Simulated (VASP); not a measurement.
Shape and ions are relaxed at each volume.

Energy against volume of ZnS (wurtzite). The numbers are results of r2SCAN+rVV10, VASP's PBE PAW potentials (set 64) (plane waves; VASP), not measurements.

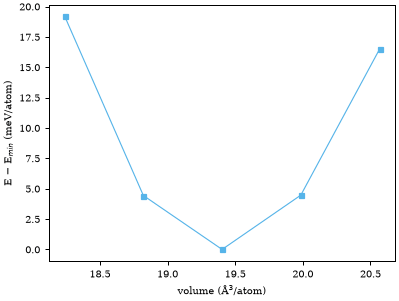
Fig. 1. Energy against volume

**Question.** Estimate the equilibrium volume and the bulk modulus.

**Answer.** The minimum lies near 19.4 Å³/atom, and the curvature gives B0 of about 81 GPa.

Measured: bulk modulus 80.0 GPa (computed value off by +1.8 %), as given by Isothermal phase behavior of Ag3SbS3, ZnGeP2, and ZnS (abstract). The calculation is for a static lattice, while the measured bulk modulus holds thermal and zero-point effects, which are part of the difference.

The compound is ZnS in the wurtzite structure, the high-temperature form. It was relaxed first.
